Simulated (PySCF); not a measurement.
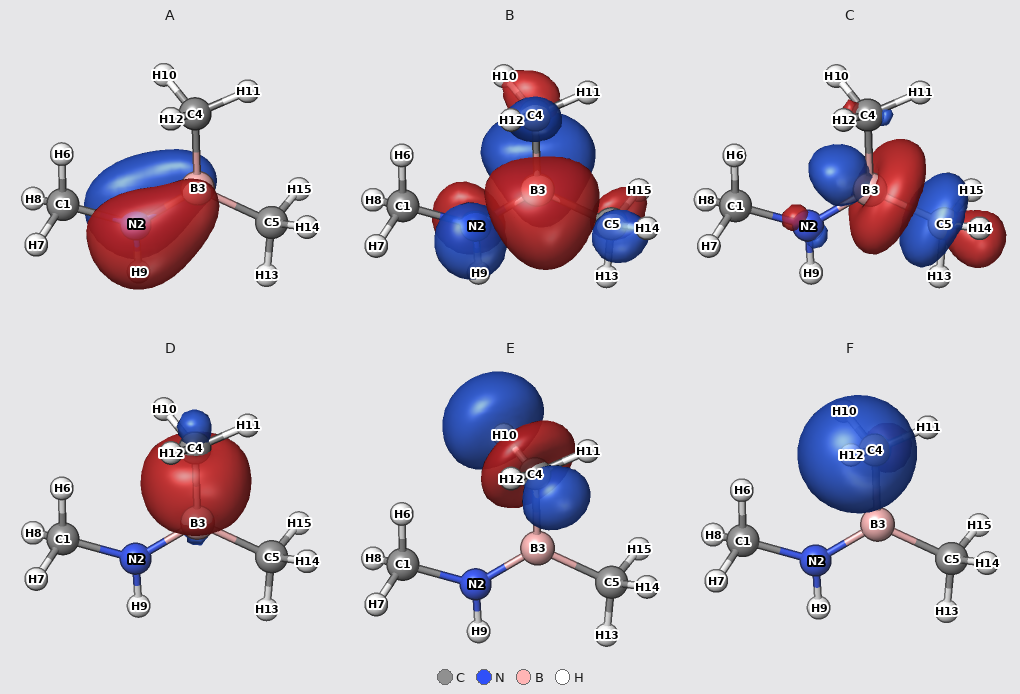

Figure 1: C3H10BN, SMILES `CNB(C)C`. Intrinsic bond orbitals (IBO), occupied and valence-virtual; each surface holds about 85 % of the orbital's density. Energies are diagonal elements of the Fock matrix.

Computed with PySCF, ωB97X/def2-SVP, geometry: GFN2-xTB. No frequency check shows the geometry to be a minimum.

Geometry (Å), atoms numbered from 1:

```
C1      -2.0475   -0.1546   -0.0015
N2      -0.7029   -0.6829    0.0026
B3       0.5016    0.0009    0.0021
C4       0.5380    1.5927   -0.0001
C5       1.8546   -0.8349   -0.0003
H6      -2.0126    0.9311    0.0190
H7      -2.6052   -0.5029    0.8731
H8      -2.5880   -0.4705   -0.8991
H9      -0.6989   -1.6935    0.0011
H10      0.0068    2.0073   -0.8556
H11      1.5521    1.9820   -0.0326
H12      0.0657    2.0030    0.8915
H13      1.7003   -1.9099    0.0753
H14      2.5026   -0.5386    0.8224
H15      2.4192   -0.6513   -0.9130
```

> What does each orbital represent in a Lewis picture?

By panel:
- A: lone pair on N2, partly donated to B3 (N2 82 %, B3 16 %; −10.7 eV)
- B: π* orbital B3–N2, mostly on B3 (B3 79 %, N2 17 %; 5.7 eV)
- C: σ* orbital B3–C5 (B3 59 %, C5 40 %; 15.5 eV)
- D: σ bond C4–B3 (C4 60 %, B3 39 %; −14.3 eV)
- E: σ* orbital H10–C4 (H10 56 %, C4 43 %; 13.1 eV)
- F: σ bond C4–H12 (C4 56 %, H12 43 %; −15.4 eV)

> Which has the smallest and which the largest spatial spread?

Smallest: F (0.86 Å); largest: B (1.33 Å).
